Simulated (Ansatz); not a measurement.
Run report: Al$_{2}$H$_{3}$ClO, geometry relaxation (part 2 of 2)

Continued. System: Al$_{2}$H$_{3}$ClO. Method: RKS PBE-D4/def2-SVP (Ansatz 0.2.0). 

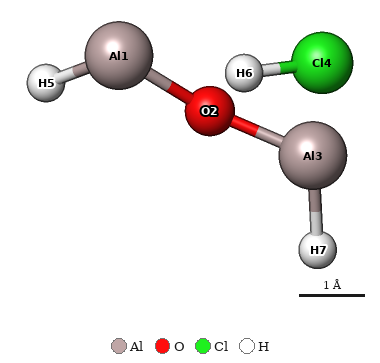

Figure 1. The geometry at step 24 of the log (ball-and-stick view, seen at a tilt; atoms are numbered from 1 in the order of the input).

```
mean field -27789.76206625 eV, -1021.2549193574 hartree, gradient 8.6e-6 eV, S^2 0.000000; 1 other end points of the search recorded, 0 dependent functions left out
the calculation of the forces begins
reference -27789.76210730 eV, -1021.2549208660 hartree; 27, 27 occupied and 56, 56 virtual orbitals, 898 factors
Total energy: -27789.92213608 eV, -1021.2608018152 hartree
Atom 0 at    -0.415637     0.368841     1.743847 Å, force    -0.005940     0.000403    -0.002795 eV/Å
Atom 1 at     0.030872    -0.489477    -0.188574 Å, force     0.013097    -0.024728    -0.024287 eV/Å
Atom 2 at     1.094017    -0.745692    -1.538087 Å, force     0.001286     0.017776    -0.015943 eV/Å
Atom 3 at     0.479666    -2.077133    -3.043097 Å, force    -0.004978    -0.007382     0.001888 eV/Å
Atom 4 at    -1.771781    -0.649928     1.268027 Å, force    -0.022089    -0.006937     0.015386 eV/Å
Atom 5 at    -0.878181    -0.884711     0.009609 Å, force     0.018057     0.023794     0.014470 eV/Å
Atom 6 at     2.456301     0.042687    -1.566712 Å, force     0.000567    -0.002926     0.011281 eV/Å
Dipole moment:     0.212549    -0.130083    -0.427734 e Å
```

### Trajectory as extended XYZ (Å, eV, eV/Å), 14 of the 44 frames kept, from step=1 to step=44
```
7
Properties=species:S:1:pos:R:3:forces:R:3 step=1 energy=-27786.54030
Al   -0.9913    0.5748    1.2867   -1.5157   1.6792   0.6621
O     0.1056    0.1000    0.0985    0.5656  -0.8943  -0.6687
Al    1.0600   -0.4633   -1.1499    1.5261   1.3723   1.0934
Cl    0.1833   -1.6841   -2.6084    0.9774   0.7889  -2.2977
H    -1.1519   -0.3450    2.5622    0.1715  -0.7213   0.5081
H    -0.7918   -2.5123   -2.2450   -1.8933  -1.9518   0.8779
H     2.5814   -0.1055   -1.2591    0.1684  -0.2730  -0.1749
7
Properties=species:S:1:pos:R:3:forces:R:3 step=4 energy=-27787.28450
Al   -1.0931    0.7538    1.3614    0.0023   0.0050  -0.0377
O     0.0747    0.1837    0.1704    0.0221  -0.0845   0.1326
Al    1.0666   -0.2349   -1.1311   -0.0050  -0.0097  -0.1093
Cl   -0.0001   -1.4898   -2.6615   -0.1365  -0.1394  -0.0498
H    -1.0722   -0.3991    2.5428    0.0117   0.0392  -0.0206
H    -0.6191   -2.8892   -2.3634    0.1078   0.1659   0.0081
H     2.6385   -0.3599   -1.2335   -0.0024   0.0235   0.0767
7
Properties=species:S:1:pos:R:3:forces:R:3 step=8 energy=-27787.34336
Al   -1.1055    0.7299    1.3485    0.0962  -0.1302  -0.0408
O    -0.0080    0.0217    0.1651   -0.0061   0.1135  -0.0233
Al    0.9964   -0.1270   -1.2208    0.1833   0.2104   0.3300
Cl   -0.0683   -1.5079   -2.7584   -0.1565  -0.2908  -0.1215
H    -0.9210   -0.2175    2.6867   -0.0187   0.0229  -0.0676
H    -0.4478   -2.8443   -2.4842    0.0302   0.0922  -0.0325
H     2.5495   -0.4902   -1.0518   -0.1284  -0.0181  -0.0443
7
Properties=species:S:1:pos:R:3:forces:R:3 step=11 energy=-27787.39061
Al   -1.0631    0.7189    1.3491   -0.0760  -0.0952   0.0275
O     0.0842    0.1231    0.1678    0.1412  -0.0406  -0.1201
Al    1.1004    0.1011   -1.2387   -0.0660   0.2003   0.1403
Cl   -0.2294   -1.6701   -2.8523    0.1390   0.4371  -0.1284
H    -0.9966   -0.3689    2.5892    0.0467   0.0640  -0.0922
H    -0.4819   -2.8476   -2.3621   -0.0853  -0.4259   0.2147
H     2.5815   -0.4919   -0.9680   -0.0997  -0.1398  -0.0417
7
Properties=species:S:1:pos:R:3:forces:R:3 step=14 energy=-27787.41804 accepted=F
Al   -1.1105    0.6098    1.2684    0.1038  -0.1217  -0.0564
O     0.1300    0.1789    0.1122    0.0330   0.0729  -0.1129
Al    1.1762    0.3209   -1.2834    0.2683  -0.4606   0.2786
Cl   -0.2583   -1.6958   -2.8763   -0.0436  -0.3376   0.4968
H    -1.0156   -0.5485    2.4340   -0.0054   0.0655  -0.0791
H    -0.4277   -2.6183   -1.9416    0.0951   0.4394  -0.4005
H     2.5012   -0.6823   -1.0282   -0.4511   0.3420  -0.1265
7
Properties=species:S:1:pos:R:3:forces:R:3 step=18 energy=-27787.46786
Al   -1.1306    0.5509    1.1778    0.0040   0.0025   0.0167
O     0.1656    0.1513    0.0736   -0.0158  -0.0130  -0.0378
Al    1.2163    0.2712   -1.3019   -0.0223   0.0391   0.0065
Cl   -0.3033   -1.6270   -2.7353   -0.0139  -0.2712   0.3966
H    -1.0705   -0.6537    2.2898   -0.0031  -0.0084  -0.0211
H    -0.3730   -2.4228   -1.6858    0.0126   0.2786  -0.3535
H     2.4908   -0.7054   -1.1331    0.0384  -0.0277  -0.0074
7
Properties=species:S:1:pos:R:3:forces:R:3 step=21 energy=-27787.48739
Al   -1.0975    0.4984    1.1249   -0.0632  -0.0217   0.0919
O     0.1809    0.1070   -0.0023    0.0453  -0.0525  -0.0657
Al    1.2574    0.2767   -1.3553    0.0560  -0.0166  -0.0014
Cl   -0.3113   -1.6871   -2.5959   -0.0259  -0.1608   0.4448
H    -1.1607   -0.8474    2.0737    0.0086   0.0388  -0.0416
H    -0.4360   -2.1049   -1.3492    0.0302   0.1825  -0.4203
H     2.5623   -0.6782   -1.2109   -0.0511   0.0302  -0.0076
7
Properties=species:S:1:pos:R:3:forces:R:3 step=24 energy=-27787.55840
Al   -1.1012    0.4012    1.0793   -0.1865   0.0753   0.2126
O     0.1019   -0.0309   -0.1238   -0.0355  -0.1983   0.0320
Al    1.2542    0.2053   -1.4099    0.1585  -0.0885  -0.2795
Cl   -0.2713   -1.8440   -2.4782   -0.0183   0.0823   0.3659
H    -1.1445   -0.9509    2.0110    0.0032  -0.0026  -0.0269
H    -0.4473   -1.5490   -1.1778    0.0874   0.0819  -0.3215
H     2.6035   -0.6671   -1.2156   -0.0087   0.0500   0.0174
7
Properties=species:S:1:pos:R:3:forces:R:3 step=27 energy=-27788.01985
Al   -1.0466    0.3804    1.1321   -0.0262   0.1062   0.2577
O    -0.0637   -0.2613   -0.2968    0.2852   0.9395   0.4671
Al    1.2005   -0.1261   -1.6211    0.3149  -0.5794   0.1028
Cl   -0.1936   -1.8254   -2.3131    0.4239  -0.9764  -1.9505
H    -1.1878   -1.0545    1.9347   -0.0537  -0.0616  -0.0741
H    -0.4409   -1.0166   -0.9777   -0.5698   0.3214   1.3470
H     2.7273   -0.5318   -1.1729   -0.3742   0.2504  -0.1500
7
Properties=species:S:1:pos:R:3:forces:R:3 step=31 energy=-27789.39060
Al   -0.6388    0.5266    1.5556   -0.4147  -0.3977   0.3806
O    -0.0441   -0.2544   -0.2060    0.1256  -1.4498  -2.1264
Al    1.1475   -0.5970   -1.5588    0.6671   0.7555   1.5091
Cl    0.1314   -2.0081   -2.6936   -0.0459  -0.3343  -0.5810
H    -1.6341   -0.9920    1.5353    0.2125   0.5255   0.0699
H    -0.7029   -0.9835   -0.4854    0.4749   1.1201   0.9997
H     2.7363   -0.1270   -1.4622   -1.0197  -0.2192  -0.2520
7
Properties=species:S:1:pos:R:3:forces:R:3 step=34 energy=-27789.86323
Al   -0.4010    0.3273    1.7235    0.2775   0.2376   0.1759
O    -0.0128   -0.5071   -0.2318   -0.0056   0.0319  -0.2235
Al    1.1099   -0.6727   -1.5881   -0.3202  -0.3017   0.4865
Cl    0.5273   -2.1025   -3.0112   -0.0109   0.0546  -0.1008
H    -1.8361   -0.5706    1.5250   -0.0402  -0.1328  -0.2354
H    -0.8956   -0.9446   -0.1851    0.0631  -0.0523  -0.0875
H     2.5035    0.0349   -1.5473    0.0363   0.1628  -0.0152
7
Properties=species:S:1:pos:R:3:forces:R:3 step=37 energy=-27789.91447
Al   -0.3325    0.3525    1.7354   -0.0126  -0.0053  -0.0130
O    -0.0386   -0.5190   -0.2377   -0.0955  -0.0957  -0.0537
Al    1.0879   -0.7468   -1.5500   -0.0154   0.0093   0.0382
Cl    0.5619   -2.0969   -3.0716   -0.0067   0.0106   0.0127
H    -1.7821   -0.5583    1.4296    0.0123  -0.0095  -0.0207
H    -0.9296   -0.9400   -0.1213    0.1089   0.0883   0.0431
H     2.4281    0.0731   -1.4995    0.0089   0.0023  -0.0065
7
Properties=species:S:1:pos:R:3:forces:R:3 step=41 energy=-27789.91962
Al   -0.3436    0.3454    1.7343   -0.0157   0.0091   0.0105
O    -0.0174   -0.5167   -0.2259    0.0932   0.0248  -0.0164
Al    1.0832   -0.7521   -1.5502   -0.0055   0.0216   0.0260
Cl    0.5444   -2.0971   -3.0694   -0.0082  -0.0099  -0.0107
H    -1.7745   -0.5895    1.3426    0.0074  -0.0087  -0.0031
H    -0.9204   -0.8965   -0.0325   -0.0797  -0.0285   0.0072
H     2.4235    0.0711   -1.5140    0.0085  -0.0085  -0.0136
7
Properties=species:S:1:pos:R:3:forces:R:3 step=44 energy=-27789.92210
Al   -0.4156    0.3688    1.7438   -0.0059   0.0004  -0.0028
O     0.0309   -0.4895   -0.1886    0.0131  -0.0247  -0.0243
Al    1.0940   -0.7457   -1.5381    0.0013   0.0178  -0.0159
Cl    0.4797   -2.0771   -3.0431   -0.0050  -0.0074   0.0019
H    -1.7718   -0.6499    1.2680   -0.0221  -0.0069   0.0154
H    -0.8782   -0.8847    0.0096    0.0181   0.0238   0.0145
H     2.4563    0.0427   -1.5667    0.0006  -0.0029   0.0113
```

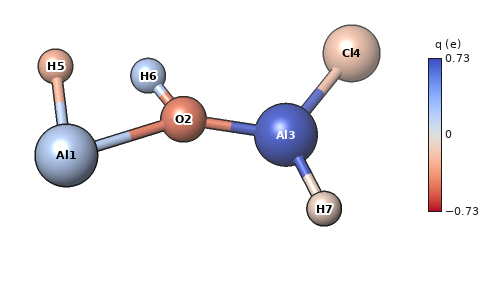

Figure 2. Mulliken charges, as the colour of each atom (ball-and-stick view, seen at a tilt; atoms are numbered from 1 in the order of the input). By element: Al +0.18 to +0.69, O −0.46, Cl −0.23 and H −0.29 to +0.22 e.

The run was set up as follows.

### Input file
```yaml
crystal:
  periodic: [false, false, false]
  atoms:
    - {symbol: Al, position_ang: [-0.991316, 0.574785, 1.286742]}
    - {symbol: O, position_ang: [0.105638, 0.100012, 0.098491]}
    - {symbol: Al, position_ang: [1.059954, -0.463346, -1.149853]}
    - {symbol: Cl, position_ang: [0.183338, -1.684054, -2.608437]}
    - {symbol: H, position_ang: [-1.151944, -0.344995, 2.562158]}
    - {symbol: H, position_ang: [-0.791765, -2.512293, -2.244991]}
    - {symbol: H, position_ang: [2.581351, -0.105522, -1.259097]}
basis:
  gaussian: {orbitals: def2-SVP}
hamiltonian: {xc: pbe, dispersion: d4}
relax: {f_tol: 0.03, max_steps: 250}
```

Run as:
```bash
ansatz run in.yaml --threads 2 --pin off --events-out ev --progress --plain --max-ram 4352MiB
```

### Key numbers

| quantity | value |
| --- | --- |
| outcome | converged |
| total energy | −27789.9221 eV |
| mean-field energy | −27789.7621 eV |
| dispersion energy | −0.1600 eV |
| SCF solution under orbital rotations | stable |
| largest force (length of the vector) at the end | 0.037 eV/Å |
| dipole moment | 2.38 D |
| hardware | 2 threads of Intel Xeon @ 2.50GHz, 11 GiB of memory available, shared host |
| wall time | 2.5 min (CPU time 4.7 min) |
| peak memory | 0.18 GiB |
